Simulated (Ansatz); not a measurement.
# InH (model cell, started as NiAs type): following an unstable mode, part 2 of 2

Aim: this structure of InH (model cell, started as NiAs type) is to be tested for unstable modes, and one is followed downhill.

Ansatz 0.2.0; DFT PBEsol, scalar-relativistic, plane waves, PAW.

So far. Step 4 (The mode frozen in, largest atomic shift 0.45 Å): The run ends at a pressure of 1.11 GPa, with forces up to 0.0092 eV/Å. Step 5 (Energy along the mode, all amplitudes (two of the runs …): The lowest of the steps tried is at 0.45 Å, 37.8 meV/atom below the parent; the bottom of the well need not coincide with a step.

The structure was built from a prototype and need not be the compound's stable phase.

### 6. Relaxation from the frozen mode

Starting from the lowest point found, all atoms and the cell are let go, so that strain and other modes of the same symmetry can join in.

input.yaml reads:

```yaml
crystal:
  lattice:
    - [-4.9888348238, -2.8802999441, 0.0]
    - [-4.988830334, 2.8803077207, 0.0]
    - [0.0, 0.0, -6.2413504719]
  atoms:
    - { symbol: In, position: [-1.9e-09, 1.0e-09, 0.0] }
    - { symbol: In, position: [0.6666666686, 0.6666666657, 0.0] }
    - { symbol: In, position: [0.3333333333, 0.3333333333, 0.0] }
    - { symbol: In, position: [-1.9e-09, 1.0e-09, 0.5] }
    - { symbol: In, position: [0.6666666686, 0.6666666657, 0.5] }
    - { symbol: In, position: [0.3333333333, 0.3333333333, 0.5] }
    - { symbol: H, position: [0.3333333333, 1.0781167589, 0.75] }
    - { symbol: H, position: [0.0781173816, 0.5885510133, 0.75] }
    - { symbol: H, position: [0.5885492851, 0.3333350616, 0.75] }
    - { symbol: H, position: [0.3333333333, 0.5885499078, 0.25] }
    - { symbol: H, position: [0.0781173816, 0.3333316051, 0.25] }
    - { symbol: H, position: [0.5885492851, 1.0781156533, 0.25] }
kpoints:
  mp_grid: { grid: [6, 6, 6] }
hamiltonian:
  xc: pbesol
scf:
  occupations: { method: methfessel_paxton, width: 0.15 }
output:
  forces: true
  stress: true
  eigenvalues: true
relax:
  adjacent_minimum: "off"
  f_tol: 0.002
  max_steps: 120
  cell: { stress_tol: 0.03 }
```

Run with:

```bash
$ ansatz run input.yaml --threads 4 --pin off --max-ram 7168MiB --backend cpu --events-out ev --progress --plain --runs-dir out
```

Numbers of over 12 decimals in the logs are rounded to 6 here.

What it wrote:

```text
[...]
Crystal: 12 atoms, lattice volume = 179.368 Å³
Basis set: ecut = 420 eV, 3513 PW (Γ), exchange–correlation on 80×80×90 points (8 copies of the dense FFT grid, shifted against one another)
Bands: 54, of which v1, the nominal top of the filled ones, is band 42 counted from 1 (41 counted from 0)
Symmetry: 24 space group operations
[...]
k-points: 28 of 216
[...]
SCF iter   1: F=—  HF=-33241.186801 eV  |F-HF|=—  |Δ(HF+E_count)|=         —  Δρ=7.48e-3  dr2=8.44e-2  ethr=1.77e-3  ⟨swp⟩=7.2  Hψ=6139  notcnv=0
[...]
SCF iter   7: F=-33241.154851 eV  HF=-33241.154851 eV  |F-HF|=3.14e-8  |Δ(HF+E_count)|=   5.29e-8  S|Δr|=    0.00e0  Δρ=5.56e-6  dr2=7.53e-8  ethr=1.19e-10  ⟨swp⟩=9.1  Hψ=6017  notcnv=0
SCF 1 converged in 7 iterations: F = -33241.154851 eV  dr2 = 7.53e-8
[...]
relax step   1: F+E_penalty+E_count = -33241.15485064 eV  Δ(F+E_penalty+E_count) = +0.000e0 eV  max|allowed force component| = 9.180e-3 eV/Å  Δτ_max = 0.0000 Å  P = +1.111 GPa  Ω = 179.368 Å³  (7 SCF iters, dr2 threshold 1.00e-7 eV, accepted)
Crystal: 12 atoms, lattice volume = 187.174 Å³
Basis set: ecut = 420 eV, 3657 PW (Γ), exchange–correlation on 80×80×90 points (8 copies of the dense FFT grid, shifted against one another)
[...]
iter 1 solved again at ethr=8.18e-6 eV; its pass at ethr=3.10e-3 eV (dr2=6.87e-3 eV) is discarded
[...]
SCF iter   5: F=-33241.158463 eV  HF=-33241.158464 eV  |F-HF|=7.40e-8  |Δ(HF+E_count)|=   6.03e-7  S|Δr|=    0.00e0  Δρ=1.04e-5  dr2=2.63e-7  ethr=1.43e-9  ⟨swp⟩=6.9  Hψ=5775  notcnv=0
SCF 2 converged in 5 iterations: F = -33241.158463 eV  dr2 = 2.63e-7
[...]
relax step   2: F+E_penalty+E_count = -33241.15846348 eV  Δ(F+E_penalty+E_count) = -3.613e-3 eV  max|allowed force component| = 3.028e-2 eV/Å  Δτ_max = 0.0087 Å  P = -0.721 GPa  Ω = 187.174 Å³  energy of the carried Pulay correction = -4.646e-3 eV  (5 SCF iters, dr2 threshold 1.20e-6 eV, accepted)
Crystal: 12 atoms, lattice volume = 184.197 Å³
Basis set: ecut = 420 eV, 3573 PW (Γ), exchange–correlation on 80×80×90 points (8 copies of the dense FFT grid, shifted against one another)
[...]
SCF iter   4: F=-33241.167444 eV  HF=-33241.167444 eV  |F-HF|=1.90e-7  |Δ(HF+E_count)|=   6.68e-7  S|Δr|=    0.00e0  Δρ=2.10e-5  dr2=7.71e-7  ethr=1.43e-9  ⟨swp⟩=7.5  Hψ=5939  notcnv=0
SCF 3 converged in 4 iterations: F = -33241.167444 eV  dr2 = 7.71e-7
relax step   3: F+E_penalty+E_count = -33241.16744429 eV  Δ(F+E_penalty+E_count) = -8.981e-3 eV  max|allowed force component| = 6.037e-3 eV/Å  Δτ_max = 0.0006 Å  P = -0.044 GPa  Ω = 184.197 Å³  energy of the carried Pulay correction = -2.898e-3 eV  (4 SCF iters, dr2 threshold 1.20e-6 eV, accepted)
[...]
relax step   4: F+E_penalty+E_count = -33241.16758767 eV  Δ(F+E_penalty+E_count) = -1.434e-4 eV  max|allowed force component| = 2.071e-3 eV/Å  Δτ_max = 0.0013 Å  P = +0.001 GPa  Ω = 184.055 Å³  energy of the carried Pulay correction = -2.814e-3 eV  (4 SCF iters, dr2 threshold 1.33e-8 eV, accepted)
[...]
relax step   5: F+E_penalty+E_count = -33241.16756928 eV  Δ(F+E_penalty+E_count) = +1.839e-5 eV  max|allowed force component| = 1.587e-4 eV/Å  Δτ_max = 0.0011 Å  P = +0.000 GPa  Ω = 184.106 Å³  energy of the carried Pulay correction = -2.844e-3 eV  (5 SCF iters, dr2 threshold 2.68e-10 eV, accepted)
[...]
SCF iter   5: F=-33241.170469 eV  HF=-33241.170469 eV  |F-HF|=0.00e0  |Δ(HF+E_count)|=  5.89e-10  S|Δr|=    0.00e0  Δρ=1.12e-7  dr2=1.40e-11  ethr=1.00e-12  ⟨swp⟩=6.4  Hψ=5809  notcnv=0
SCF 6 converged in 5 iterations: F = -33241.170469 eV  dr2 = 1.40e-11
relax step   6: F+E_penalty+E_count = -33241.17046876 eV  Δ(F+E_penalty+E_count) = -2.899e-3 eV  max|allowed force component| = 4.560e-5 eV/Å  Δτ_max = 0.0000 Å  P = +0.003 GPa  Ω = 184.106 Å³  stress off target by 3.04e-3 GPa  SCF on the basis re-selected at this cell (its energy is not comparable with the rows above)  (5 SCF iters)
basis re-selected at this cell: Δ(F+E_penalty+E_count) = -2.899e-3 eV, ΔP = +0.003 GPa vs the last step (what re-selecting the basis moved, of the pressure what is left beyond the Pulay correction that the steps carried, after the strain that the cell walked since its last selection, with what the two solves' SCF thresholds leave and, on support functions, any second-order correction that the steps lacked; it is no m [...]
SCF converged after 5 iterations
[...]
Free energy (F): -33241.170469 eV
[...]
Internal energy: -33241.164542 eV  (E = F + TS)
E sigma→0 (E₀):  -33241.168987 eV
Entropy (-TS):   -0.005926 eV (-0.494 meV/atom)
Fermi energy:    8.689695 eV
[...]
--- Forces (eV/Å), atoms counted from 1 ---
  atom   1  In    -0.00000000    -0.00000000     0.00000000
  atom   2  In     0.00000000     0.00000000    -0.00000000
  atom   3  In    -0.00000000    -0.00000000     0.00000000
  atom   4  In    -0.00000000    -0.00000000    -0.00000000
  atom   5  In     0.00000000     0.00000000    -0.00000000
  atom   6  In     0.00000000    -0.00000000     0.00000000
  atom   7  H     -0.00003949     0.00002280     0.00000000
  atom   8  H     -0.00000000    -0.00004560    -0.00000000
  atom   9  H      0.00003949     0.00002280    -0.00000000
  atom  10  H      0.00003949    -0.00002280    -0.00000000
  atom  11  H     -0.00003949    -0.00002280     0.00000000
  atom  12  H      0.00000000     0.00004560     0.00000000
  max |Σ_I F_I| component: 4.16e-17 eV/Å
--- Stress (GPa, compression-positive) ---
        0.003038      -0.000000       0.000000
       -0.000000       0.003038       0.000000
        0.000000       0.000000       0.002254
  P = ⅓ Tr σ = 0.0028 GPa (0.028 kbar)
--- Band table (eV; the first three rows and the last of 28) ---
  k-point 0: bands = [... 38 lower, 5.4814, 8.0643, 8.2219, 8.3813, 9.0216, 9.0216, 9.1012, 9.5888, ... 8 higher]
  k-point 1: bands = [... 38 lower, 5.4518, 6.9800, 7.4030, 8.3736, 8.3736, 9.3265, 9.3265, 9.6456, ... 8 higher]
  k-point 2: bands = [... 38 lower, 5.2887, 6.3985, 6.6280, 7.9509, 7.9509, 8.5874, 8.5874, 9.8376, ... 8 higher]
  k-point 27: bands = [... 38 lower, 7.1356, 7.1356, 8.4304, 8.4304, 9.7910, 9.7910, 10.4556, 10.4556, ... 8 higher]
--- Relaxed structure (5 steps of the walk, 5 accepted, 1 SCFs on fresh bases) ---
  F+E_penalty+E_count = -33241.17046876 eV   max|allowed force component| = 4.560e-5 eV/Å   (the final SCF, on the basis selected at the relaxed cell)
  cell:  # Å, volume = 184.1063 Å³
    - [-5.037255, -2.908255, 0.0]
    - [-5.037251, 2.908263, 0.0]
    - [0.0, 0.0, -6.283646]
  atoms:
    - { symbol: In, position: [7.125180507314643e-17, 1.8435544350113082e-17, 0] }
    - { symbol: In, position: [0.666667, 0.666667, 0] }
    - { symbol: In, position: [0.333333, 0.333333, 0] }
    - { symbol: In, position: [7.125180507314643e-17, 1.8435544350113082e-17, 0.500000] }
    - { symbol: In, position: [0.666667, 0.666667, 0.500000] }
    - { symbol: In, position: [0.333333, 0.333333, 0.500000] }
    - { symbol: H, position: [0.333333, 1.080161, 0.750000] }
    - { symbol: H, position: [0.080161, 0.586506, 0.750000] }
    - { symbol: H, position: [0.586506, 0.333333, 0.750000] }
    - { symbol: H, position: [0.333333, 0.586506, 0.250000] }
    - { symbol: H, position: [0.080161, 0.333333, 0.250000] }
    - { symbol: H, position: [0.586506, 1.080161, 0.250000] }
```

The job ended after 30 s (4 threads of Arm Neoverse V1, shared host; peak memory 0.68 GiB).

Relaxation path:

```csv
step,energy less that of the first step (eV),largest force component (eV/Å),pressure (GPa),volume (Å³)
1,0.0000,0.0092,1.11,179.37
2,-0.0036,0.0303,-0.72,187.17
3,-0.0126,0.0060,-0.04,184.20
4,-0.0127,0.0021,0.00,184.06
5,-0.0127,0.0002,0.00,184.11
6*,-0.0156,0.0000,0.00,184.11
```

Relaxation steps marked * repeat the geometry before them on a plane-wave basis chosen anew for their cell, so energy and pressure can jump there.

The run keeps the 24 symmetry operations that it works with, so distortions that break them were not tested.

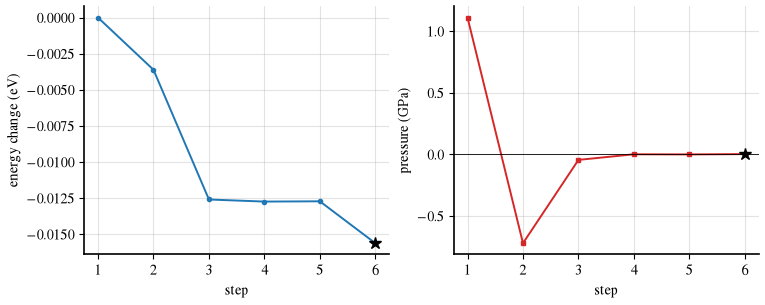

Energy and pressure along the relaxation. Stars mark steps on a basis chosen anew.

```csv
"conventional cell, symmetrised",before,after,change
a (Å),5.761,5.817,+1.0 %
b (Å),5.761,5.817,+1.0 %
c (Å),6.241,6.284,+0.7 %
volume (Å³/atom),14.95,15.34,+2.6 %
```

The atoms that moved most (Å, as changes of fractional coordinates times the final cell):

```csv
atom,dx,dy,dz,length
H12,0.000,0.012,0.000,0.012
H9,0.010,0.006,0.000,0.012
H8,0.000,-0.012,0.000,0.012
H11,-0.010,-0.006,0.000,0.012
H7,-0.010,0.006,0.000,0.012
H10,0.010,-0.006,0.000,0.012
```

The relaxed structure:

```xyz
12
Lattice="-5.0373 -2.9083 0.0000 -5.0373 2.9083 0.0000 0.0000 0.0000 -6.2836" Properties=species:S:1:pos:R:3 pbc="T T T"
In    0.0000    0.0000    0.0000
In   -6.7163    0.0000    0.0000
In   -3.3582    0.0000    0.0000
In    0.0000    0.0000   -3.1418
In   -6.7163    0.0000   -3.1418
In   -3.3582    0.0000   -3.1418
H    -7.1201    2.1720   -4.7127
H    -3.3582    1.4726   -4.7127
H    -4.6335   -0.7363   -4.7127
H    -4.6335    0.7363   -1.5709
H    -2.0829    0.7363   -1.5709
H    -8.3954    1.4357   -1.5709
```

Numbers from this step:

| Property | Result |
| --- | --- |
| pressure | 0.002776 GPa |
| volume per atom | 15.34 Å³ |

The distorted start has space group P6_3/mcm; the relaxation ends in P6_3/mcm.

### 7. The phases reached

The phases reached along the modes that were followed are set side by side.

Energies are those of the first relaxation, on the mesh of the frozen mode; space group, volume and gap are those of the last relaxation. Phases, by row:

```csv
mode frozen in,space group,energy from parent (meV/atom),volume (Å³/atom),gap on mesh (eV),lowest zone-centre optical mode (cm⁻¹),largest shift (Å)
parent,P6_3/mmc,0,14.95,0,–,–
"q = (0, 0.333, 0), 685i cm⁻¹",C2/m,-153.8,15.51,0,–,1.737
"q = (0.333, 0.333, 0), 601i cm⁻¹",P6_3/mcm,-39.07,15.34,0,–,0.466
```

### 8. Results

* unstable mode of the parent: q = (0.333, 0.333, 0), 601i cm⁻¹
* depth at the lowest point sampled: 37.8 meV/atom
* largest atomic shift at that point: 0.45 Å
* space group reached (within 0.01 Å): P6_3/mcm
* energy gained over the parent (first relaxation, on the mesh of the frozen mode): 39.1 meV/atom
* volume per atom, phase reached: 15.3 Å³

In words: Along this mode the structure falls into P6_3/mcm, 39.1 meV/atom below the parent. At the parent's cell the well is 37.8 meV/atom deep on the steps tried, with its lowest point at a shift of 0.45 Å. Relaxing atoms and cell changes the gain by +1.27 meV/atom against the lowest step (energies at zero smearing). The modes of the phase reached were not computed on this path. Of the 2 patterns followed to their end from this parent, this one ends 115 meV/atom above the lowest, C2/m. Each path keeps the symmetry of its pattern, so a lower phase may lie along a pattern not tried. The q mesh is too sparse to interpolate, so only the solved wavevectors are given. With no gap, or one that is small against the smearing, the frequencies hang on the k mesh and the smearing, most of all near Kohn anomalies. The starting cell was built on a prototype and not taken from a measurement, so the phase need not exist.

[Logs are printed without paths, hosts, clocks, repeated set-up lines and the standing remarks that a program may print on its own settings, such as how far it seeks lower states.]

[Hosts, paths, dates, database ids (printed as entryN), source tags and the programs' standing remarks are cut or masked in the printed files.]
